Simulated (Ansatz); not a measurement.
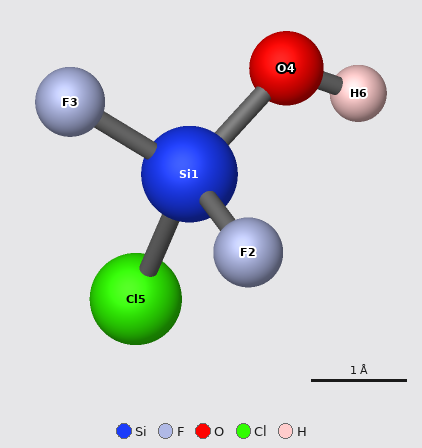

The structure (ball-and-stick view, seen at a tilt; atoms are numbered from 1 in the order of the input).

Single-point calculation, with input and output: SiHClOF₂

The run: single-point calculation of SiHClOF₂. Method and program: RKS PBE-D4/def2-TZVPP (Ansatz 0.2.0).

The geometry comes from this level: PBE0-D4/def2-TZVP.

Input
```yaml
crystal:
  periodic: [false, false, false]
  atoms:
    - {symbol: Si, position_ang: [0.794251, 1.060583, 0.480054]}
    - {symbol: F, position_ang: [0.327062, 2.514120, 0.865799]}
    - {symbol: F, position_ang: [-0.108132, 0.570510, -0.705545]}
    - {symbol: O, position_ang: [2.313090, 1.041216, -0.046625]}
    - {symbol: Cl, position_ang: [0.508331, -0.120619, 2.091830]}
    - {symbol: H, position_ang: [3.034113, 1.149032, 0.574693]}
basis:
  gaussian: {orbitals: def2-TZVPP}
hamiltonian: {xc: pbe, dispersion: d4}
```

Launched with:
```bash
ansatz run in.yaml --threads 4 --pin off --events-out ev --progress --plain --max-ram 46080MiB --backend cpu
```

Log
```
Functional definition: PBE
  name "PBE"
  cite "Perdew, Burke & Ernzerhof, Phys. Rev. Lett. 77, 3865 (1996) doi:10.1103/PhysRevLett.77.3865"
  parent pbe
  parameter kappa = 0.804
  parameter beta = 0.06672455060314922
  exchange = pbe_x(kappa = kappa, mu = beta*pi^2/3)
  correlation = pbe_c(beta = beta)
1104 factors; their error is unknown
mean field evaluation 1: about -27883.3462 eV, gradient 7.6e1 eV
mean field evaluation 2: about -27852.5648 eV, gradient 1.5e2 eV
mean field evaluation 4: about -27891.5397 eV, gradient 1.0e1 eV
mean field evaluation 8: about -27891.6750 eV, gradient 1.5e-1 eV
mean field evaluation 16: about -27891.6499 eV, gradient 1.6e-4 eV
mean field -27891.64986094 eV, -1024.9992267504 hartree, gradient 3.9e-5 eV, S^2 0.000000; 0 other end points of the search recorded, 0 dependent functions left out
reference -27891.64989401 eV, -1024.9992279655 hartree; 29, 29 occupied and 162, 162 virtual orbitals, 1104 factors
Total energy: -27891.79704179 eV, -1025.0046355466 hartree
```

Results in brief

- outcome: converged
- total energy: −27891.7970 eV
- mean-field energy: −27891.6499 eV
- dispersion energy: −0.1471 eV
- SCF solution under orbital rotations: stable
- hardware: 4 CPU threads, shared host
- wall time: 0.86 s (CPU time 2.9 s)
- peak memory: 0.66 GiB
